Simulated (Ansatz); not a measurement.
**AlH2Cl (SMILES [H][Al]([H])[Cl]) at CCSD/STO-3G**

Aim: the electronic atomisation energy of AlH2Cl at CCSD/STO-3G, from 4 runs. 

Program for the calculation: Ansatz 0.2.0.

57 further runs of the same task are left out: 2 that didn't finish, 55 set aside as unsound or not needed.

## Step 1: The molecule

The species is AlH2Cl (4 atoms), meant as a singlet with charge 0. As SMILES, `[H][Al]([H])[Cl]`. Geometry: a GFN2-xTB relaxation, a rough one for these elements and not checked as a minimum.

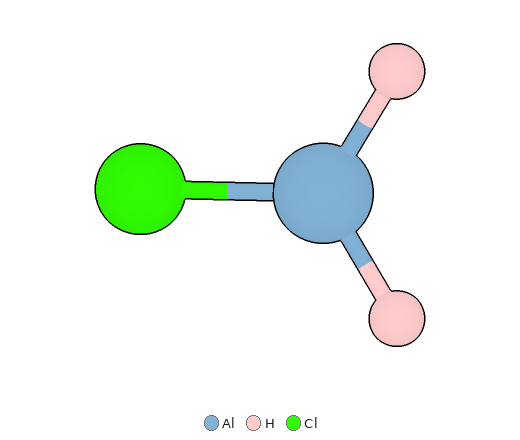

The structure, seen from a chosen angle (aluminium light blue, hydrogen pink, chlorine green).

## Step 2: The energy at CCSD/STO-3G

File molecule.yaml:

```yaml
crystal:
  periodic: [false, false, false]
  atoms:
    - {symbol: Al, position_ang: [0.049780, 0.082930, -0.002200]}
    - {symbol: H, position_ang: [1.587020, 0.109500, 0.013310]}
    - {symbol: H, position_ang: [-0.651090, 1.451440, -0.019500]}
    - {symbol: Cl, position_ang: [-0.985710, -1.643880, 0.008400]}
basis:
  gaussian:
    orbitals: STO-3G
correlation:
  method: ccsd
  frozen_orbitals: {Al: 5, Cl: 5, H: 0}
accuracy: high
scf:
  omitted_lower_state_checks: [cluster_reference, increment]
```

The run is started by

```sh
ansatz run molecule.yaml --threads 1 --pin off --max-ram 2610MiB --events-out events.jsonl --progress --plain --runs-dir runs
```

Output:

```text
Warning: RAYON_NUM_THREADS=1 ignored (pool sized by the plan → 1); use --threads N
Functional definition: HF
  name "HF"
  exchange = exact_x
  correlation = 0
these checks for a lower state are left out or cut short: cluster_reference, increment
339 factors; integrals over basis functions are off by at most 7.2e-9 eV
mean field evaluation 1: about -18906.2850 eV, gradient 1.5e1 eV
mean field evaluation 2: about -18906.2882 eV, gradient 1.5e1 eV
mean field evaluation 4: about -18907.3028 eV, gradient 5.7e-1 eV
mean field evaluation 8: about -18907.3040 eV, gradient 2.3e-6 eV
mean field -18907.30403310 eV, -694.8306073856 hartree, gradient 5.4e-8 eV, S^2 0.000000; 0 other end points of the search recorded, 0 dependent functions left out
10 core orbitals not correlated: weight in the atoms' cores, before any rotation towards them, 0.999 or more for the frozen orbitals, at most 0.000 for the correlated occupied ones
reference -18907.30403310 eV, -694.8306073856 hartree; 6, 6 occupied and 4, 4 virtual orbitals, 339 factors
second order -0.87857080 eV of doubles, -0.00000000 eV of singles
cycle   1  -1.11175377 eV  change   -2.3e-1 eV  update   4.6e-2
cycle   2  -1.24291173 eV  change   -1.3e-1 eV  update   1.7e-2
cycle   3  -1.25003516 eV  change   -7.1e-3 eV  update   2.8e-3
cycle   4  -1.24947067 eV  change    5.6e-4 eV  update   9.3e-4
cycle   5  -1.24954584 eV  change   -7.5e-5 eV  update   2.3e-4
cycle   6  -1.24956547 eV  change   -2.0e-5 eV  update   5.3e-5
cycle   7  -1.24954817 eV  change    1.7e-5 eV  update   1.5e-5
cycle   8  -1.24955104 eV  change   -2.9e-6 eV  update   3.5e-6
cycle   9  -1.24955220 eV  change   -1.2e-6 eV  update   1.2e-6
cycle  10  -1.24955210 eV  change    1.1e-7 eV  update   2.6e-7
cycle  11  -1.24955205 eV  change    5.0e-8 eV  update   5.4e-8
cycle  12  -1.24955204 eV  change    5.8e-9 eV  update   1.1e-8
cycle  13  -1.24955171 eV  change    3.3e-7 eV  update   6.5e-8
cycle  14  -1.24955160 eV  change    1.1e-7 eV  update   2.1e-8
cycle  15  -1.24955158 eV  change    2.1e-8 eV  update   4.2e-9
cycle  16  -1.24955158 eV  change   4.4e-10 eV  update  7.8e-10
Total energy: -18908.55358469 eV, -694.8765275593 hartree
Checks for a lower state left out: cluster_reference, increment
```

Wall time 0.16 s (1 thread of Arm Neoverse V1, shared host).

## Step 3: The Al atom

File input.yaml:

```yaml
basis:
  gaussian: {orbitals: STO-3G}
crystal:
  periodic: [false, false, false]
  atoms:
    - {symbol: Al, position_ang: [0.000000, 0.000000, 0.000000]}
magnetization: {spin_polarized: true, initial_magnetization: 1}
correlation: {method: ccsd, frozen_orbitals: {Al: 5}}
accuracy: high
scf: {omitted_lower_state_checks: [cluster_reference, increment]}
```

The run is started by

```sh
ansatz run input.yaml --threads 1 --pin off --max-ram 2610MiB --events-out events.jsonl --progress --plain --runs-dir runs
```

Output:

```text
Warning: RAYON_NUM_THREADS=1 ignored (pool sized by the plan → 1); use --threads N
[... 4 set-up lines as earlier in the session ...]
these checks for a lower state are left out or cut short: cluster_reference, increment
42 factors; integrals over basis functions are off by at most 1.7e-9 eV
mean field evaluation 1: about -6499.6647 eV, gradient 7.7e-1 eV
mean field evaluation 2: about -6499.6653 eV, gradient 7.7e-1 eV
mean field evaluation 4: about -6499.6671 eV, gradient 3.6e-6 eV
mean field evaluation 8: about -6499.6540 eV, gradient 1.9e0 eV
mean field evaluation 16: about -6499.6671 eV, gradient 3.7e-4 eV
mean field -6499.66714747 eV, -238.8583620369 hartree, gradient 5.8e-9 eV, S^2 0.750003; 3 other end points of the search recorded, 0 dependent functions left out
5 core orbitals not correlated: weight in the atoms' cores, before any rotation towards them, 1.000 or more for the frozen orbitals, at most 0.000 for the correlated occupied ones
reference -6499.66714747 eV, -238.8583620369 hartree; 2, 1 occupied and 2, 3 virtual orbitals, 42 factors
second order -0.38566568 eV of doubles, 0.00000000 eV of singles
cycle   1  -0.56085133 eV  change   -1.8e-1 eV  update   4.8e-2
cycle   2  -0.69754956 eV  change   -1.4e-1 eV  update   2.1e-2
cycle   3  -0.69540858 eV  change    2.1e-3 eV  update   3.3e-4
cycle   4  -0.69543985 eV  change   -3.1e-5 eV  update   4.8e-6
cycle   5  -0.69543951 eV  change    3.4e-7 eV  update   5.2e-8
cycle   6  -0.69543952 eV  change   -2.3e-9 eV  update   9.5e-9
cycle   7  -0.69543953 eV  change   -1.2e-8 eV  update   5.0e-9
cycle   8  -0.69543954 eV  change   -9.5e-9 eV  update   2.3e-9
cycle   9  -0.69543954 eV  change   3.3e-10 eV  update  5.6e-11
Total energy: -6500.36258701 eV, -238.8839189685 hartree
Checks for a lower state left out: cluster_reference, increment
```

It took 0.14 s on 1 thread of Arm Neoverse V1, shared host.

## Step 4: The Cl atom, same level

File run.yaml:

```yaml
basis:
  gaussian:
    orbitals: STO-3G
crystal:
  periodic: [false, false, false]
  atoms:
    - {symbol: Cl, position_ang: [0.000000, 0.000000, 0.000000]}
accuracy: high
magnetization:
  spin_polarized: true
  initial_magnetization: 1
scf:
  omitted_lower_state_checks: [cluster_reference, increment]
correlation:
  method: ccsd
  frozen_orbitals: {Cl: 5}
```

Run the same way, it converges to -454.54219 Eh (log not shown).

## Step 5: The H atom: a single-point energy at UHF/STO-3G

File input.yaml:

```yaml
crystal:
  periodic: [false, false, false]
  atoms:
    - {symbol: H, position_ang: [0.000000, 0.000000, 0.000000]}
basis:
  gaussian:
    orbitals: STO-3G
magnetization:
  spin_polarized: true
  initial_magnetization: 1
hamiltonian:
  xc: hf
accuracy: high
```

Run the same way, it converges to -0.46658 Eh (log not shown).

## Step 6: Summary of results

Level: CCSD/STO-3G, 10 core orbitals frozen.

| quantity | value |
| --- | --- |
| molecule: total energy | -694.87653 Eh |
| molecule: correlation energy (10 core orbitals frozen) | -45.9 mEh |
| molecule: T1 diagnostic | 0.007 |
| Al atom: total energy | -238.88392 Eh |
| Al atom: correlation energy (5 core orbitals frozen) | -25.6 mEh |
| Al atom: ⟨S²⟩ of the reference determinant | 0.750 |
| Al atom: T1 diagnostic | 0.000 |
| Cl atom: total energy | -454.54219 Eh |
| Cl atom: correlation energy (5 core orbitals frozen) | 0.0 mEh |
| Cl atom: ⟨S²⟩ of the reference determinant | 0.750 |
| Cl atom: T1 diagnostic | 0.000 |
| H atom: total energy | -0.46658 Eh |
| H atom: ⟨S²⟩ | 0.750 |
| electronic atomisation energy | 14.075 eV |

**Reading.** Taking the molecule apart into free atoms costs 14.08 eV (325 kcal/mol), before zero-point energy and without spin-orbit coupling. In a minimal basis such a difference can be off by several eV, whatever the method.
